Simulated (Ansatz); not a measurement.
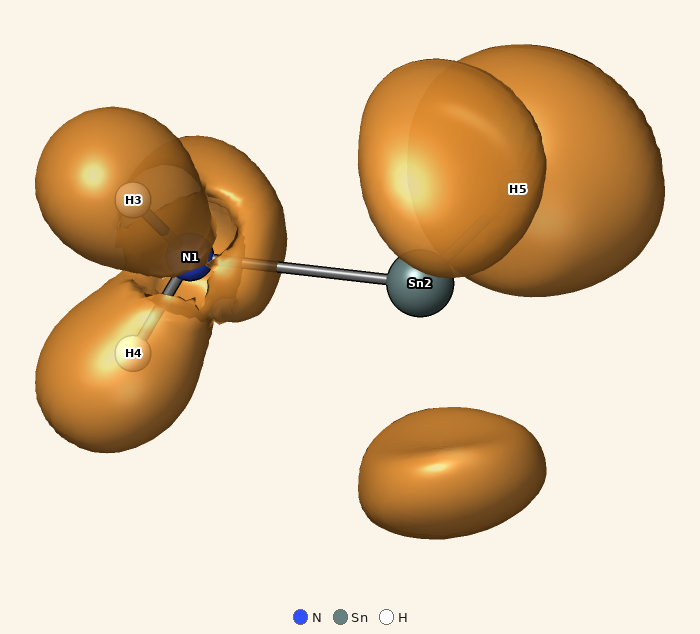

H₃NSn (SMILES [NH2][SnH]) (triplet). Isosurface of the electron localisation function at 0.75 (orange), seen at an oblique angle. Core shells and regions of very low density are left out.

Geometry: B3LYP-D3(BJ)/def2-SVP; core potentials replace the inner electrons of Sn.

Level of theory: Ansatz, isolated molecule in a Gaussian basis; Kohn-Sham density functional theory, functional PBE0.

```xyz
5

N    -0.8086   -1.1308   -2.1783
Sn    1.2821   -0.9035   -2.0259
H    -1.2856   -1.3716   -1.3062
H    -1.1245   -1.7875   -2.8958
H     1.6747    0.7709   -2.4241
```

Q: Identify the bonds, lone pairs and shells in this picture.

A: At this value the surface marks out one region around a hydrogen nucleus, two lobes on Sn, pointing away from the bonds (non-bonding electrons) and one joined region spread over several atoms (H, N), in which their bonds and any lone pairs are merged. Along the contacts the grid gives the following. Sn–N (2.11 Å): the ELF peaks at about 0.90 in the valence shell of N, 0.6 Å from its nucleus, and drops to about 0.15 between the two atoms. N–H (1.02 Å): the ELF climbs to about 1 towards the hydrogen, as it does in any bond to H (an ordinary covalent bond to hydrogen).
